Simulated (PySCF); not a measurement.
**C3H3F: spin-spin couplings and electronic excitations at several levels of theory, part 1 of 2**

Aim: compute the spin-spin couplings and electronic excitations of C3H3F (`FC1C=C1`) at several levels, and see how far they spread and what each costs.

Computed with PySCF 2.14.0, with density-fitted response routines of our own, on a single molecule in the gas phase. Atoms are numbered from 0 throughout.

## 1. The molecule as given

7 atoms, charge 0, multiplicity 1; geometry from: PBE0-D3(BJ)/def2-SVP.

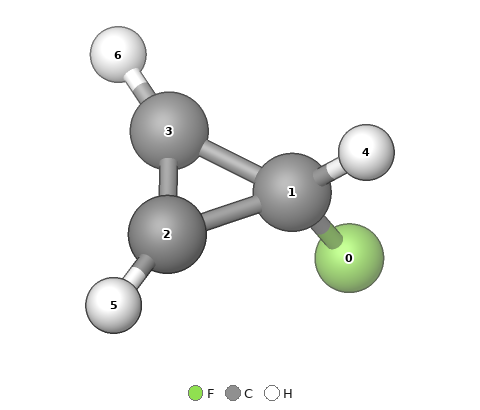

The starting geometry (fluorine green, carbon grey, hydrogen white), atoms numbered; sticks join atoms by distance.

## 2. Spin-spin couplings: B3LYP/def2-TZVP

What the job is given:

```
{"job": {"kind": "j", "xc": "B3LYP", "basis": "def2-TZVP"}, "charge": 0, "multiplicity": 1}
F     -1.322955    -0.430021    -1.178800
C     -0.111625     0.009611    -0.703635
C      0.430089    -0.587111     0.522659
C     -0.052631     0.624393     0.626467
H      0.506613     0.328418    -1.554967
H      0.881632    -1.459317     0.990716
H     -0.298623     1.485421     1.244294
```

With the program's defaults for keys left out, this is: B3LYP/def2-TZVP indirect spin-spin coupling, non-relativistic, gas phase.

On the command line:

```bash
$ OMP_NUM_THREADS=1 python probes_run.py task.json out
```

The driver reads the jobs from task.json and runs them one after another.

Output:

```text
coarse grid: 6208 points
cycle   1  E = -215.9113984422  dE =  6.108e-01  |g| = 5.222e-01  |ddm| = 2.109e+00
cycle   2  E = -215.8658895491  dE =  4.551e-02  |g| = 7.889e-01  |ddm| = 1.204e+00
cycle   3  E = -215.9574435096  dE = -9.155e-02  |g| = 8.213e-02  |ddm| = 8.335e-01
cycle   4  E = -215.9586181251  dE = -1.175e-03  |g| = 2.989e-02  |ddm| = 7.483e-02
cycle   5  E = -215.9588217634  dE = -2.036e-04  |g| = 4.420e-03  |ddm| = 2.753e-02
cycle   6  E = -215.9588255164  dE = -3.753e-06  |g| = 1.859e-03  |ddm| = 5.572e-03
final grid: 61344 points
cycle   7  E = -215.9573645097  dE = -2.933e-05  |g| = 4.423e-03  |ddm| = 4.023e-02
cycle   8  E = -215.9573609097  dE =  3.600e-06  |g| = 6.274e-03  |ddm| = 7.137e-03
cycle   9  E = -215.9573682119  dE = -7.302e-06  |g| = 7.214e-04  |ddm| = 4.637e-03
cycle  10  E = -215.9573682817  dE = -6.980e-08  |g| = 2.359e-04  |ddm| = 8.392e-04
cycle  11  E = -215.9573682929  dE = -1.120e-08  |g| = 4.720e-05  |ddm| = 2.090e-04
cycle  12  E = -215.9573682933  dE = -3.390e-10  |g| = 2.831e-05  |ddm| = 5.536e-05
converged SCF energy = -215.9573682933

Indirect spin-spin couplings (Hz)
  i      j    bonds     total        FC       PSO       DSO        SD
  0 F    1 C    1   -344.053  -371.047    12.261     0.774    13.959
  0 F    2 C    2     13.389    12.948    -0.073    -0.253     0.767
  0 F    3 C    2     13.307    12.957    -0.167    -0.252     0.769
  0 F    4 H    2    111.247   109.427     6.094    -1.401    -2.872
  0 F    5 H    3     -2.088    -2.566     1.886    -1.491     0.082
  0 F    6 H    3     -2.099    -2.562     1.860    -1.483     0.086
  1 C    2 C    1     14.711    16.867    -1.835     0.196    -0.517
  1 C    3 C    1     14.830    16.985    -1.838     0.196    -0.514
  1 C    4 H    1    218.350   217.327    -0.167     1.140     0.050
  1 C    5 H    2      1.193     1.039     0.415    -0.593     0.332
  1 C    6 H    2      1.188     1.035     0.415    -0.593     0.331
  2 C    3 C    1     52.111    55.019    -6.181     0.131     3.142
  2 C    4 H    2      0.229     0.546     0.163    -0.453    -0.028
  2 C    5 H    1    228.248   228.021    -0.931     0.744     0.414
  2 C    6 H    2      0.173     0.475     0.266    -0.891     0.322
  3 C    4 H    2      0.258     0.575     0.165    -0.454    -0.028
  3 C    5 H    2      0.179     0.482     0.266    -0.890     0.321
  3 C    6 H    1    228.059   227.828    -0.928     0.745     0.414
  4 H    5 H    3     -1.990    -1.452     1.622    -2.094    -0.067
  4 H    6 H    3     -1.977    -1.436     1.628    -2.102    -0.067
  5 H    6 H    3      0.619     1.369     1.927    -2.524    -0.153
```

It took 11 s on 1 thread of Arm Neoverse V1, shared host; peak memory 0.53 GiB.

This basis has no tight s functions, so the Fermi-contact terms are rough.

A choice of the couplings up to four bonds, sorted by the number of bonds, with means over like pairs; isotopes 13C, 19F, 1H:

```
 pair  bonds  J (Hz)  Fermi contact (Hz)  dihedral (°)
F0–C1      1  -344.1              -371.0             –
C2–H5      1   228.2               227.9             –
C1–H4      1   218.3               217.3             –
C2–C3      1    52.1                55.0             –
C1–C2      1    14.8                16.9             –
F0–H4      2   111.2               109.4             –
F0–C2      2    13.3                13.0             –
C1–H5      2     1.2                 1.0             –
F0–H5      3    -2.1                -2.6            72
H4–H5      3    -2.0                -1.4           -73
```

## 3. Spin-spin couplings: B3LYP/cc-pVTZ

The job, as its differences from that of step 2:

```diff
@@ -1,2 +1,2 @@
-{"job": {"kind": "j", "xc": "B3LYP", "basis": "def2-TZVP"}, "charge": 0, "multiplicity": 1}
+{"job": {"kind": "j", "xc": "B3LYP", "basis": "cc-pVTZ"}, "charge": 0, "multiplicity": 1}
 F     -1.322955    -0.430021    -1.178800
```

Method: B3LYP/cc-pVTZ indirect spin-spin coupling, non-relativistic, gas phase.

Output:

```text
coarse grid: 6208 points
cycle   1  E = -215.9023923362  dE =  6.097e-01  |g| = 5.260e-01  |ddm| = 5.608e+00
cycle   2  E = -215.8604294119  dE =  4.196e-02  |g| = 7.822e-01  |ddm| = 1.759e+00
cycle   3  E = -215.9485249686  dE = -8.810e-02  |g| = 8.005e-02  |ddm| = 1.086e+00
cycle   4  E = -215.9496541123  dE = -1.129e-03  |g| = 2.849e-02  |ddm| = 1.604e-01
cycle   5  E = -215.9498358140  dE = -1.817e-04  |g| = 4.141e-03  |ddm| = 4.907e-02
cycle   6  E = -215.9498390163  dE = -3.202e-06  |g| = 1.744e-03  |ddm| = 8.628e-03
final grid: 61344 points
cycle   7  E = -215.9482871755  dE = -3.458e-05  |g| = 5.674e-03  |ddm| = 6.391e-02
cycle   8  E = -215.9482806337  dE =  6.542e-06  |g| = 8.523e-03  |ddm| = 1.819e-02
cycle   9  E = -215.9482925979  dE = -1.196e-05  |g| = 6.647e-04  |ddm| = 1.086e-02
cycle  10  E = -215.9482926604  dE = -6.247e-08  |g| = 2.300e-04  |ddm| = 1.330e-03
cycle  11  E = -215.9482926719  dE = -1.154e-08  |g| = 4.344e-05  |ddm| = 3.890e-04
cycle  12  E = -215.9482926722  dE = -2.603e-10  |g| = 2.758e-05  |ddm| = 9.890e-05
converged SCF energy = -215.9482926722

Indirect spin-spin couplings (Hz)
  i      j    bonds     total        FC       PSO       DSO        SD
  0 F    1 C    1   -299.479  -326.537    12.415     0.772    13.871
  0 F    2 C    2      7.617     7.233    -0.083    -0.250     0.717
  0 F    3 C    2      7.524     7.229    -0.176    -0.249     0.720
  0 F    4 H    2     98.193    96.490     5.982    -1.413    -2.867
  0 F    5 H    3     -1.730    -2.251     1.930    -1.495     0.086
  0 F    6 H    3     -1.735    -2.242     1.904    -1.487     0.089
  1 C    2 C    1     18.767    20.854    -1.788     0.198    -0.498
  1 C    3 C    1     18.901    20.988    -1.792     0.199    -0.495
  1 C    4 H    1    205.071   203.811    -0.175     1.117     0.318
  1 C    5 H    2      0.395     0.204     0.460    -0.594     0.325
  1 C    6 H    2      0.388     0.198     0.460    -0.594     0.324
  2 C    3 C    1     79.552    82.706    -6.411     0.136     3.122
  2 C    4 H    2      0.077     0.383     0.188    -0.454    -0.039
  2 C    5 H    1    225.559   225.061    -0.695     0.710     0.483
  2 C    6 H    2      0.247     0.503     0.297    -0.891     0.338
  3 C    4 H    2      0.112     0.417     0.190    -0.455    -0.040
  3 C    5 H    2      0.249     0.505     0.297    -0.891     0.337
  3 C    6 H    1    225.345   224.844    -0.693     0.711     0.483
  4 H    5 H    3     -1.925    -1.506     1.751    -2.107    -0.064
  4 H    6 H    3     -1.912    -1.491     1.758    -2.115    -0.065
  5 H    6 H    3      0.638     1.230     2.101    -2.538    -0.155
```

Run time: 13 s. Hardware: 1 thread of Arm Neoverse V1, shared host; peak memory 0.58 GiB.

The basis is not made for couplings: without tight functions at the nuclei these values are rough.

Key values: J(F0,C1) -299.5 Hz, J(C2,H5) 225.5 Hz, J(C1,H4) 205.1 Hz (means over like pairs).

## 4. J couplings: B3LYP/6-31G*

The job, as its differences from that of step 3:

```diff
@@ -1,2 +1,2 @@
-{"job": {"kind": "j", "xc": "B3LYP", "basis": "cc-pVTZ"}, "charge": 0, "multiplicity": 1}
+{"job": {"kind": "j", "xc": "B3LYP", "basis": "6-31G*"}, "charge": 0, "multiplicity": 1}
 F     -1.322955    -0.430021    -1.178800
```

Method: B3LYP/6-31G* indirect spin-spin coupling, non-relativistic, gas phase.

Output:

```text
coarse grid: 6208 points
cycle   1  E = -215.8218605604  dE =  6.227e-01  |g| = 5.349e-01  |ddm| = 2.543e+00
cycle   2  E = -215.7857601496  dE =  3.610e-02  |g| = 7.461e-01  |ddm| = 1.084e+00
cycle   3  E = -215.8731803509  dE = -8.742e-02  |g| = 7.474e-02  |ddm| = 6.592e-01
cycle   4  E = -215.8744050056  dE = -1.225e-03  |g| = 1.894e-02  |ddm| = 9.888e-02
cycle   5  E = -215.8744933658  dE = -8.836e-05  |g| = 2.621e-03  |ddm| = 2.377e-02
cycle   6  E = -215.8744947541  dE = -1.388e-06  |g| = 1.220e-03  |ddm| = 3.488e-03
final grid: 61344 points
cycle   7  E = -215.8546188238  dE = -7.639e-06  |g| = 5.310e-03  |ddm| = 1.156e-02
cycle   8  E = -215.8546133351  dE =  5.489e-06  |g| = 7.783e-03  |ddm| = 1.192e-02
cycle   9  E = -215.8546247777  dE = -1.144e-05  |g| = 5.774e-04  |ddm| = 6.922e-03
cycle  10  E = -215.8546248498  dE = -7.215e-08  |g| = 9.313e-05  |ddm| = 6.081e-04
cycle  11  E = -215.8546248508  dE = -1.018e-09  |g| = 6.181e-05  |ddm| = 1.187e-04
cycle  12  E = -215.8546248518  dE = -9.370e-10  |g| = 1.258e-05  |ddm| = 5.860e-05
converged SCF energy = -215.8546248518

Indirect spin-spin couplings (Hz)
  i      j    bonds     total        FC       PSO       DSO        SD
  0 F    1 C    1   -245.793  -270.131    12.553     0.869    10.916
  0 F    2 C    2     21.962    21.215     0.329    -0.230     0.648
  0 F    3 C    2     21.854    21.186     0.244    -0.229     0.653
  0 F    4 H    2     92.145    91.835     4.211    -1.239    -2.661
  0 F    5 H    3     -2.511    -2.470     1.398    -1.439    -0.000
  0 F    6 H    3     -2.515    -2.458     1.375    -1.431    -0.000
  1 C    2 C    1     26.072    27.760    -1.472     0.202    -0.417
  1 C    3 C    1     26.130    27.819    -1.477     0.202    -0.414
  1 C    4 H    1    215.513   214.450    -0.349     1.177     0.235
  1 C    5 H    2      1.662     1.714     0.268    -0.581     0.260
  1 C    6 H    2      1.658     1.711     0.268    -0.581     0.260
  2 C    3 C    1     57.072    60.171    -6.098     0.140     2.859
  2 C    4 H    2      0.166     0.529     0.096    -0.442    -0.017
  2 C    5 H    1    216.563   216.240    -1.064     0.806     0.580
  2 C    6 H    2     -3.638    -2.774    -0.097    -0.878     0.111
  3 C    4 H    2      0.166     0.529     0.098    -0.443    -0.018
  3 C    5 H    2     -3.630    -2.765    -0.097    -0.877     0.110
  3 C    6 H    1    216.443   216.117    -1.062     0.808     0.580
  4 H    5 H    3     -2.794    -1.775     1.124    -2.062    -0.082
  4 H    6 H    3     -2.781    -1.758     1.129    -2.070    -0.082
  5 H    6 H    3      0.544     1.900     1.322    -2.489    -0.188
```

Run time: 4.3 s. Hardware: 1 thread of Arm Neoverse V1, shared host; peak memory 0.4 GiB.

The basis is not made for couplings: without tight functions at the nuclei these values are rough.

This run: J(F0,C1) -245.8 Hz, J(C2,H5) 216.5 Hz, J(C1,H4) 215.5 Hz (means over like pairs).

## 5. Ultraviolet spectrum: HF/def2-SVPD

The job, as its differences from that of step 4:

```diff
@@ -1,2 +1,2 @@
-{"job": {"kind": "j", "xc": "B3LYP", "basis": "6-31G*"}, "charge": 0, "multiplicity": 1}
+{"job": {"kind": "uv", "xc": "HF", "basis": "def2-SVPD", "ip": true}, "charge": 0, "multiplicity": 1}
 F     -1.322955    -0.430021    -1.178800
```

With the program's defaults for keys left out, this is: TDDFT HF/def2-SVPD, vertical, gas phase, core orbitals frozen in the response.

Output:

```text
final grid: 61344 points
cycle   1  E = -214.4585185763  dE =  9.364e-01  |g| = 5.236e-01  |ddm| = 3.583e+00
cycle   2  E = -214.5163776647  dE = -5.786e-02  |g| = 2.909e-01  |ddm| = 7.592e-01
cycle   3  E = -214.5312052840  dE = -1.483e-02  |g| = 5.744e-02  |ddm| = 3.601e-01
cycle   4  E = -214.5322955101  dE = -1.090e-03  |g| = 1.135e-02  |ddm| = 1.309e-01
cycle   5  E = -214.5323433755  dE = -4.787e-05  |g| = 3.298e-03  |ddm| = 3.478e-02
cycle   6  E = -214.5323486652  dE = -5.290e-06  |g| = 1.013e-03  |ddm| = 1.119e-02
cycle   7  E = -214.5323492885  dE = -6.233e-07  |g| = 2.677e-04  |ddm| = 3.867e-03
cycle   8  E = -214.5323493279  dE = -3.940e-08  |g| = 7.980e-05  |ddm| = 7.310e-04
cycle   9  E = -214.5323493314  dE = -3.490e-09  |g| = 1.856e-05  |ddm| = 2.968e-04
cycle  10  E = -214.5323493317  dE = -3.331e-10  |g| = 6.534e-06  |ddm| = 8.018e-05
converged SCF energy = -214.5323493317

Static polarisability (au): isotropic 32.255, principal 26.543 34.581 35.641

Singlet excitations
state   eV       nm        f      main configurations
  1   7.3038    169.8   0.11299   H->L+3 0.62, H->L+1 0.18
  2   7.3687    168.3   0.00417   H-1->L+3 0.73, H-1->L+1 0.17
  3   8.2350    150.6   0.03343   H-2->L+3 0.59, H-2->L+1 0.13
  4   8.8210    140.6   0.05391   H->L 0.94
  5   9.4147    131.7   0.00173   H->L+1 0.75, H->L+3 0.20
  6   9.4490    131.2   0.05411   H->L+2 0.83
  7   9.9057    125.2   0.00438   H-1->L 0.61, H-1->L+2 0.32
  8  10.3609    119.7   0.11003   H-1->L+2 0.57, H-1->L 0.34
  9  10.4459    118.7   0.05487   H-1->L+1 0.74, H-1->L+3 0.17
 10  10.8385    114.4   0.15331   H->L+5 0.32, H->L+4 0.31, H->L+7 0.22

Triplet excitations (Tamm-Dancoff, eV): 4.0948 6.8200 7.5777 8.5986
Vertical ionisation energy (delta-SCF) = 9.7416 eV
```

It took 3.2 s on 1 thread of Arm Neoverse V1, shared host; peak memory 0.4 GiB.

The orbitals next to the gap, with their largest atomic shares:

```
orbital      eV                      atoms
 HOMO−3  -16.73  F0 51 %, C3 13 %, C2 13 %
 HOMO−2  -13.86  C3 26 %, C2 26 %, F0 19 %
 HOMO−1  -12.08  C1 33 %, C3 20 %, C2 20 %
   HOMO  -11.07  C2 35 %, C3 35 %, C1 13 %
   LUMO    2.78  C2 32 %, C3 32 %, H5 12 %
 LUMO+1    3.16  C3 24 %, C2 24 %, H5 20 %
 LUMO+2    3.43  C1 36 %, H4 24 %, F0 16 %
```

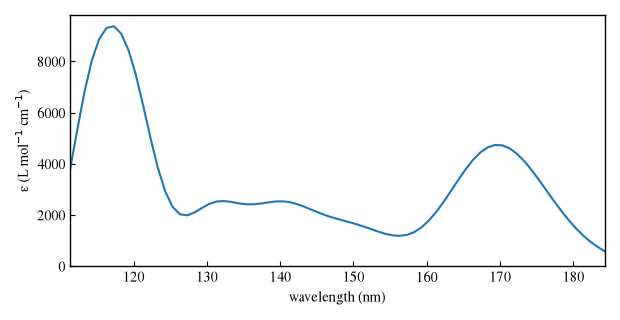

Absorption spectrum: each of the 10 states is a Gaussian band of 0.4 eV half-width at 1/e. Beyond the last state computed it falls off for lack of states.

Further results of this job:

```
           property  computed
  dipole moment (D)      2.48
polarisability (Å³)      4.78
 HOMO–LUMO gap (eV)     13.85
      −ε(HOMO) (eV)     11.07
```

## 6. Excited states and response: LDA/def2-SVPD

The job, as its differences from that of step 5:

```diff
@@ -1,2 +1,2 @@
-{"job": {"kind": "uv", "xc": "HF", "basis": "def2-SVPD", "ip": true}, "charge": 0, "multiplicity": 1}
+{"job": {"kind": "uv", "xc": "LDA", "basis": "def2-SVPD", "ip": true}, "charge": 0, "multiplicity": 1}
 F     -1.322955    -0.430021    -1.178800
```

Method: TDDFT LDA/def2-SVPD, vertical, gas phase, core orbitals frozen in the response.

Output:

```text
coarse grid: 6208 points
cycle   1  E = -213.9426924036  dE =  4.848e-01  |g| = 4.370e-01  |ddm| = 3.808e+00
cycle   2  E = -213.8818627426  dE =  6.083e-02  |g| = 7.492e-01  |ddm| = 1.119e+00
cycle   3  E = -213.9815984709  dE = -9.974e-02  |g| = 1.186e-01  |ddm| = 6.205e-01
cycle   4  E = -213.9841408378  dE = -2.542e-03  |g| = 3.692e-02  |ddm| = 1.613e-01
cycle   5  E = -213.9844449916  dE = -3.042e-04  |g| = 5.833e-03  |ddm| = 5.093e-02
cycle   6  E = -213.9844514891  dE = -6.498e-06  |g| = 3.184e-03  |ddm| = 1.246e-02
cycle   7  E = -213.9844538656  dE = -2.376e-06  |g| = 3.999e-04  |ddm| = 3.840e-03
final grid: 61344 points
cycle   8  E = -214.0186678988  dE = -2.037e-05  |g| = 3.324e-03  |ddm| = 5.305e-02
cycle   9  E = -214.0186621291  dE =  5.770e-06  |g| = 6.474e-03  |ddm| = 8.408e-03
cycle  10  E = -214.0186701305  dE = -8.001e-06  |g| = 7.726e-04  |ddm| = 5.467e-03
cycle  11  E = -214.0186702548  dE = -1.242e-07  |g| = 2.961e-04  |ddm| = 1.128e-03
cycle  12  E = -214.0186702708  dE = -1.600e-08  |g| = 1.656e-04  |ddm| = 4.331e-04
cycle  13  E = -214.0186702773  dE = -6.560e-09  |g| = 2.162e-05  |ddm| = 1.783e-04
cycle  14  E = -214.0186702774  dE = -8.390e-11  |g| = 1.063e-05  |ddm| = 4.530e-05
converged SCF energy = -214.0186702774

Static polarisability (au): isotropic 34.886, principal 28.827 37.220 38.611

Singlet excitations
state   eV       nm        f      main configurations
  1   5.5521    223.3   0.00109   H->L 1.00
  2   6.3068    196.6   0.00701   H-2->L 0.54, H-1->L 0.45
  3   7.3565    168.5   0.05485   H-1->L 0.46, H-2->L 0.42
  4   7.7771    159.4   0.02185   H->L+1 0.99
  5   8.0812    153.4   0.05793   H->L+2 0.94
  6   8.1029    153.0   0.04306   H->L+3 0.87, H-1->L+1 0.12
  7   8.1526    152.1   0.02324   H-1->L+1 0.88, H->L+3 0.11
  8   8.4269    147.1   0.05831   H-1->L+2 0.99
  9   8.4615    146.5   0.00087   H-1->L+3 0.79, H-3->L 0.20
 10   8.5095    145.7   0.00287   H-3->L 0.78, H-1->L+3 0.20

Triplet excitations (Tamm-Dancoff, eV): 5.0102 5.1870 6.2864 7.7146
Vertical ionisation energy (delta-SCF) = 10.9965 eV
Vertical electron affinity (delta-SCF) = -1.5105 eV
```

Wall time 25 s (1 thread of Arm Neoverse V1, shared host); peak memory 0.4 GiB.

Key values: HOMO -7.14 eV, LUMO -1.78 eV; lowest singlet 5.55 eV.

## 7. Excited states and response: PBE/def2-SVPD

The job, as its differences from that of step 6:

```diff
@@ -1,2 +1,2 @@
-{"job": {"kind": "uv", "xc": "LDA", "basis": "def2-SVPD", "ip": true}, "charge": 0, "multiplicity": 1}
+{"job": {"kind": "uv", "xc": "PBE", "basis": "def2-SVPD", "ip": true}, "charge": 0, "multiplicity": 1}
 F     -1.322955    -0.430021    -1.178800
```

Level: TDDFT PBE/def2-SVPD, vertical, gas phase, core orbitals frozen in the response.

Output:

```text
coarse grid: 6208 points
cycle   1  E = -215.3921289156  dE =  5.015e-01  |g| = 4.552e-01  |ddm| = 3.657e+00
cycle   2  E = -215.3220345376  dE =  7.009e-02  |g| = 7.933e-01  |ddm| = 1.154e+00
cycle   3  E = -215.4329017939  dE = -1.109e-01  |g| = 1.201e-01  |ddm| = 6.449e-01
cycle   4  E = -215.4356942429  dE = -2.792e-03  |g| = 3.324e-02  |ddm| = 1.717e-01
cycle   5  E = -215.4359498936  dE = -2.557e-04  |g| = 5.899e-03  |ddm| = 4.835e-02
cycle   6  E = -215.4359566468  dE = -6.753e-06  |g| = 3.170e-03  |ddm| = 1.269e-02
cycle   7  E = -215.4359590144  dE = -2.368e-06  |g| = 4.198e-04  |ddm| = 3.892e-03
final grid: 61344 points
cycle   8  E = -215.4778282774  dE = -1.118e-05  |g| = 1.002e-02  |ddm| = 6.297e-02
cycle   9  E = -215.4777828631  dE =  4.541e-05  |g| = 1.829e-02  |ddm| = 2.937e-02
cycle  10  E = -215.4778507326  dE = -6.787e-05  |g| = 2.364e-03  |ddm| = 1.683e-02
cycle  11  E = -215.4778518838  dE = -1.151e-06  |g| = 3.493e-04  |ddm| = 2.645e-03
cycle  12  E = -215.4778518950  dE = -1.124e-08  |g| = 2.663e-04  |ddm| = 7.060e-04
cycle  13  E = -215.4778519133  dE = -1.828e-08  |g| = 3.201e-05  |ddm| = 2.988e-04
cycle  14  E = -215.4778519135  dE = -2.125e-10  |g| = 1.441e-05  |ddm| = 6.223e-05
converged SCF energy = -215.4778519135

Static polarisability (au): isotropic 34.732, principal 28.604 37.112 38.481

Singlet excitations
state   eV       nm        f      main configurations
  1   5.6312    220.2   0.00109   H->L 1.00
  2   6.4026    193.6   0.00703   H-2->L 0.59, H-1->L 0.40
  3   7.3332    169.1   0.04613   H-1->L 0.48, H-2->L 0.37
  4   7.6112    162.9   0.02676   H->L+1 0.98
  5   7.9266    156.4   0.04121   H->L+3 0.88, H-1->L+1 0.11
  6   7.9516    155.9   0.05770   H->L+2 0.92
  7   7.9704    155.6   0.02173   H-1->L+1 0.89, H->L+3 0.10
  8   8.2697    149.9   0.00029   H-1->L+3 0.98
  9   8.2799    149.7   0.05505   H-1->L+2 0.99
 10   8.5379    145.2   0.00248   H-3->L 0.98

Triplet excitations (Tamm-Dancoff, eV): 4.7752 5.1977 6.2903 7.4993
Vertical ionisation energy (delta-SCF) = 10.7633 eV
Vertical electron affinity (delta-SCF) = -1.6759 eV
```

It took 32 s on 1 thread of Arm Neoverse V1, shared host; peak memory 0.41 GiB.

Key values: HOMO -6.99 eV, LUMO -1.53 eV; lowest singlet 5.63 eV.

## 8. Ultraviolet spectrum: B3LYP/def2-SVPD

The job, as its differences from that of step 7:

```diff
@@ -1,2 +1,2 @@
-{"job": {"kind": "uv", "xc": "PBE", "basis": "def2-SVPD", "ip": true}, "charge": 0, "multiplicity": 1}
+{"job": {"kind": "uv", "xc": "B3LYP", "basis": "def2-SVPD", "ip": true}, "charge": 0, "multiplicity": 1}
 F     -1.322955    -0.430021    -1.178800
```

Method: TDDFT B3LYP/def2-SVPD, vertical, gas phase, core orbitals frozen in the response.

Output:

```text
coarse grid: 6208 points
cycle   1  E = -215.6471012898  dE =  5.788e-01  |g| = 4.458e-01  |ddm| = 3.588e+00
cycle   2  E = -215.6117452706  dE =  3.536e-02  |g| = 6.694e-01  |ddm| = 9.458e-01
cycle   3  E = -215.6841105343  dE = -7.237e-02  |g| = 7.065e-02  |ddm| = 4.858e-01
cycle   4  E = -215.6850432905  dE = -9.328e-04  |g| = 2.349e-02  |ddm| = 1.057e-01
cycle   5  E = -215.6851788109  dE = -1.355e-04  |g| = 4.085e-03  |ddm| = 3.824e-02
cycle   6  E = -215.6851823006  dE = -3.490e-06  |g| = 1.841e-03  |ddm| = 8.081e-03
final grid: 61344 points
cycle   7  E = -215.7208684948  dE = -1.521e-05  |g| = 4.001e-03  |ddm| = 4.536e-02
cycle   8  E = -215.7208645820  dE =  3.913e-06  |g| = 6.146e-03  |ddm| = 1.057e-02
cycle   9  E = -215.7208717874  dE = -7.205e-06  |g| = 4.690e-04  |ddm| = 5.854e-03
cycle  10  E = -215.7208718311  dE = -4.374e-08  |g| = 1.105e-04  |ddm| = 7.163e-04
cycle  11  E = -215.7208718335  dE = -2.399e-09  |g| = 3.613e-05  |ddm| = 1.803e-04
cycle  12  E = -215.7208718338  dE = -2.660e-10  |g| = 1.660e-05  |ddm| = 6.466e-05
converged SCF energy = -215.7208718338

Static polarisability (au): isotropic 34.014, principal 28.015 36.646 37.380

Singlet excitations
state   eV       nm        f      main configurations
  1   6.0981    203.3   0.00073   H->L 0.94
  2   6.8991    179.7   0.03366   H-1->L 0.57, H-2->L 0.35
  3   7.6337    162.4   0.05251   H-2->L 0.60, H-1->L 0.29
  4   8.1544    152.0   0.03196   H-1->L+1 0.80, H->L+1 0.19
  5   8.1869    151.4   0.01030   H->L+1 0.75, H-1->L+1 0.19
  6   8.4912    146.0   0.05036   H->L+3 0.50, H-1->L+2 0.39
  7   8.5000    145.9   0.02361   H-1->L+2 0.46, H->L+3 0.41, H->L+2 0.09
  8   8.5212    145.5   0.04296   H-1->L+3 0.96
  9   8.5489    145.0   0.05596   H->L+2 0.84, H-1->L+2 0.13
 10   9.3040    133.3   0.00001   H-3->L 0.96

Triplet excitations (Tamm-Dancoff, eV): 4.7478 5.6726 6.8653 8.0544
Vertical ionisation energy (delta-SCF) = 10.9939 eV
```

Wall time 20 s (1 thread of Arm Neoverse V1, shared host); peak memory 0.46 GiB.

Key values: HOMO -8.27 eV, LUMO -0.71 eV; lowest singlet 6.10 eV.

(Continued in part 2 of 2.)
